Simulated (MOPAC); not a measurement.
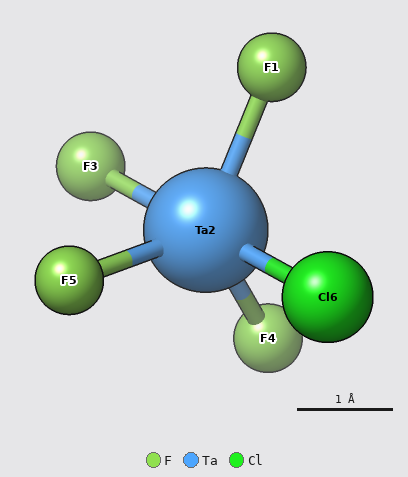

**Figure 1.** The input geometry (ball-and-stick view, seen at a tilt; atoms are numbered from 1 in the order of the input). Sticks mark near contacts. Bond lengths as drawn: Cl–Ta 1.97 Å and F–Ta 1.86 to 1.87 Å.

## TaClF₄ (charge +1): single-point calculation

- system: TaClF₄, charge +1, multiplicity 2
- method: PM6, unrestricted (MOPAC 23.2.5)

The geometry was optimised with PM6.

The input (input.mop)
```
DISP 1SCF CHARGE=1 PM6 AUX(PRECISION=6) T=10M THREADS=1
ClF4Ta

F     -1.509532 +1     0.005776 +1    -1.082080 +1
Ta     0.009449 +1    -0.011515 +1    -0.013113 +1
F     -0.917411 +1    -1.083326 +1     1.204138 +1
F      1.256118 +1    -1.376710 +1    -0.192336 +1
F      0.215534 +1     1.262012 +1     1.323006 +1
Cl     0.984994 +1     1.111064 +1    -1.301080 +1
```

Launch command:
```bash
mopac input.mop
```

Output
```
MOPAC v23.2.5
PM6 CALCULATION RESULTS

 *  PM6        - The PM6 Hamiltonian to be used
 *
 *
 *
 *                 CHARGE ON SYSTEM = +1
 *
 *
 *
 *  1SCF       - DO 1 SCF AND THEN STOP
 *  THREADS=1  - MULTI-THREADING NOT USED
 *  AUX        - OUTPUT AUXILIARY INFORMATION
 *  DISP       - PRINT DISPERSION AND HYDROGEN BOND ENERGIES
DISP 1SCF CHARGE=1 PM6 AUX(PRECISION=6) T=10M THREADS=1
 ClF4Ta

   ATOM   CHEMICAL          X               Y               Z
  NUMBER   SYMBOL      (ANGSTROMS)     (ANGSTROMS)     (ANGSTROMS)

     1       F         -1.50953200  *   0.00577600  *  -1.08208000  *
     2      Ta          0.00944900  *  -0.01151500  *  -0.01311300  *
     3       F         -0.91741100  *  -1.08332600  *   1.20413800  *
     4       F          1.25611800  *  -1.37671000  *  -0.19233600  *
     5       F          0.21553400  *   1.26201200  *   1.32300600  *
     6      Cl          0.98499400  *   1.11106400  *  -1.30108000  *

          CARTESIAN COORDINATES

    NO.       ATOM           X           Y           Z

     1         F         -1.5095      0.0058     -1.0821
     2        Ta          0.0094     -0.0115     -0.0131
     3         F         -0.9174     -1.0833      1.2041
     4         F          1.2561     -1.3767     -0.1923
     5         F          0.2155      1.2620      1.3230
     6        Cl          0.9850      1.1111     -1.3011

           Empirical Formula: F4 Ta Cl  =     6 atoms

      MOLECULAR POINT GROUP   :   C3v

          UHF CALCULATION, NO. OF ALPHA ELECTRONS =   20
                           NO. OF BETA  ELECTRONS =   19

 -------------------------------------------------------------------------------
 DISP 1SCF CHARGE=1 PM6 AUX(PRECISION=6) T=10M THREADS=1
 ClF4Ta

     1SCF WAS SPECIFIED, SO BFGS WAS NOT USED
     SCF FIELD WAS ACHIEVED

                              PM6 CALCULATION

          FINAL HEAT OF FORMATION =       -133.98729 KCAL/MOL =    -560.60283 KJ/MOL

          TOTAL ENERGY            =     -52269.22160 KCAL/MOL = ELECTRONIC ENERGY + CORE-CORE REPULSION
          ENERGY OF ATOMS         =      52135.23431 KCAL/MOL
                              SUM =       -133.98729 KCAL/MOL
          DISPERSION ENERGY       =          0.00000 KCAL/MOL
                              SUM =       -133.98729 KCAL/MOL = FINAL HEAT OF FORMATION

          TOTAL ENERGY            =      -2266.60797 EV
          ELECTRONIC ENERGY       =      -5532.63398 EV
          CORE-CORE REPULSION     =       3266.02601 EV
          COSMO AREA              =        123.25 SQUARE ANGSTROMS
          COSMO VOLUME            =        115.55 CUBIC ANGSTROMS

          IONIZATION POTENTIAL    =         16.617695 EV
          ALPHA SOMO LUMO (EV)    =        -16.618 -6.424
          BETA  SOMO LUMO (EV)    =        -16.652 -9.760
          NO. OF ALPHA ELECTRONS  =         20
          NO. OF BETA  ELECTRONS  =         19
          MOLECULAR WEIGHT        =        292.3945         POINT GROUP:  C3v

          MOLECULAR DIMENSIONS (Angstroms)

            Atom       Atom       Distance
           Cl     6    F     3     3.83544
            F     4    F     1     3.21741
            F     5    F     4     2.78428

          SCF CALCULATIONS        =          1

          WALL-CLOCK TIME         =      0.031 SECONDS
          COMPUTATION TIME        =      0.028 SECONDS

   ATOM   CHEMICAL          X               Y               Z
  NUMBER   SYMBOL      (ANGSTROMS)     (ANGSTROMS)     (ANGSTROMS)

     1       F         -1.50953200  *   0.00577600  *  -1.08208000  *
     2      Ta          0.00944900  *  -0.01151500  *  -0.01311300  *
     3       F         -0.91741100  *  -1.08332600  *   1.20413800  *
     4       F          1.25611800  *  -1.37671000  *  -0.19233600  *
     5       F          0.21553400  *   1.26201200  *   1.32300600  *
     6      Cl          0.98499400  *   1.11106400  *  -1.30108000  *

                             CARTESIAN COORDINATES

   1    F       -1.509532000     0.005776000    -1.082080000
   2   Ta        0.009449000    -0.011515000    -0.013113000
   3    F       -0.917411000    -1.083326000     1.204138000
   4    F        1.256118000    -1.376710000    -0.192336000
   5    F        0.215534000     1.262012000     1.323006000
   6   Cl        0.984994000     1.111064000    -1.301080000

           Empirical Formula: F4 Ta Cl  =     6 atoms

      MOLECULAR POINT GROUP   :   C3v

          ALPHA EIGENVALUES
 -50.08414 -43.74335 -43.73893 -43.03847 -30.50022 -23.39221 -22.56472 -22.06317
 -20.52441 -20.52312 -19.68136 -19.60166 -17.99235 -17.90285 -17.69041 -17.46273
 -17.34567 -17.34291 -16.85649 -16.61769  -6.42369  -3.08183  -2.90556  -2.05837
  -2.03207  -2.02996  38.87138  39.19935  39.24087  74.45470  74.46404  74.93842
  75.09019  75.26875

           BETA EIGENVALUES
 -48.09539 -43.73249 -43.72412 -42.93094 -29.48163 -24.19646 -23.26738 -22.11947
 -20.56420 -20.53227 -20.32421 -19.61608 -17.98343 -17.91015 -17.77547 -17.35124
 -17.33749 -16.75860 -16.65231  -9.76008  -6.40080  -3.13699  -2.51409  -2.05989
  -2.05352  -2.04353  38.75627  39.14456  39.17623  74.70694  74.70732  75.16117
  75.18928  75.39120

              NET ATOMIC CHARGES AND DIPOLE CONTRIBUTIONS

  ATOM NO.   TYPE          CHARGE      No. of ELECS.   s-Pop       p-Pop       d-Pop
    1          F          -0.346185        7.3462     1.94295     5.40323
    2         Ta           1.347895        3.6521     0.68950     0.01041     2.95220
    3          F           0.212175        6.7878     1.96230     4.82552
    4          F          -0.345833        7.3458     1.94296     5.40288
    5          F          -0.346357        7.3464     1.94292     5.40343
    6         Cl           0.478306        6.5217     1.96854     4.54620     0.00695
 DIPOLE           X         Y         Z       TOTAL
 POINT-CHG.     1.150     1.311    -1.523     2.316
 HYBRID        -0.117    -0.135     0.155     0.236
 SUM            1.033     1.176    -1.369     2.079

          ATOMIC ORBITAL ELECTRON POPULATIONS

     Atom    s        px        py        pz      x^2-y^2     xz        z^2       yz        xy
    1  F   1.94295   1.75499   1.85637   1.79188
    2 Ta   0.68950   0.00325   0.00346   0.00370   0.62576   0.57207   0.62497   0.57050   0.55889
    3  F   1.96230   1.26666   1.67609   1.88277
    4  F   1.94296   1.77520   1.77750   1.85018
    5  F   1.94292   1.85175   1.77505   1.77664
    6 Cl   1.96854   1.49100   1.52531   1.52990   0.00128   0.00128   0.00152   0.00160   0.00128

                    (SZ)    =    0.500000
                    (S**2)  =    0.757840

          ATOMIC ORBITAL SPIN POPULATIONS

    Atom   Total    s     px     py     pz   x^2-y^2  xz     z^2    yz     xy
         Atomic
    1  F  0.0070  0.000 -0.001  0.001  0.008
    2 Ta -0.0603 -0.009  0.000  0.000  0.000 -0.024 -0.009 -0.005 -0.009 -0.004
    3  F  0.8236  0.002  0.586  0.213  0.023
    4  F  0.0091  0.000  0.006 -0.002  0.006
    5  F  0.0008  0.000  0.001 -0.000 -0.000
    6 Cl  0.2198  0.002  0.135  0.061  0.023 -0.000 -0.000 -0.000 -0.000 -0.000

 *                    *
 * JOB ENDED NORMALLY *
 *                    *

 TOTAL JOB TIME:             0.04 SECONDS

 == MOPAC DONE ==
```

Summary

| quantity | value |
| --- | --- |
| outcome | converged |
| total energy | −83.296307 hartree |
| dispersion energy | 0.000000 hartree |
| heat of formation | −133.99 kcal/mol |
| basis functions | 34 |
| ⟨S²⟩ | 0.758 |
| hardware | 1 thread of Arm Neoverse V1, 24 GiB of memory available, shared host |
| peak memory | 0.073 GiB |

MOPAC's energies along a path are heats of formation.
